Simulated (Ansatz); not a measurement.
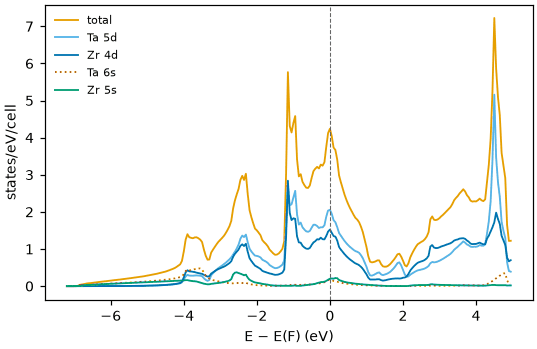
Figure. Total and projected density of states of ZrTa (CsCl type, Pm-3m), r²SCAN (plane waves, PAW; program Ansatz)

### Question
Which orbitals carry the states next to the Fermi level?

### Answer
Within 0.5 eV of the Fermi level: Ta 5d 49 %, Zr 4d 37 %, outside the projected shells 5 %. Projections are on Löwdin-orthogonalised atomic valence shells; empty p or d shells of many metals are not among them.

### Question
Where is the tallest occupied peak in this window, and what makes it?

### Answer
Near -1.1 eV, about 5.8 states/eV per cell; the largest projected share is Zr 4d.

The start of the workflow was typed in or built on a structure type; neither database checked (COD, Materials Project) lists it. Whether it is the stable phase at ambient conditions was not checked. Symmetry was held in the r²SCAN relaxation; whether a distortion lowers the energy is not shown. No spin polarisation was allowed. Its formation energy is positive at this level, so the cell may be metastable or incomplete. Scalar-relativistic: spin–orbit coupling is off unless named, which matters more the heavier the elements.

Potentials: the earlier of the program's two PAW sets.
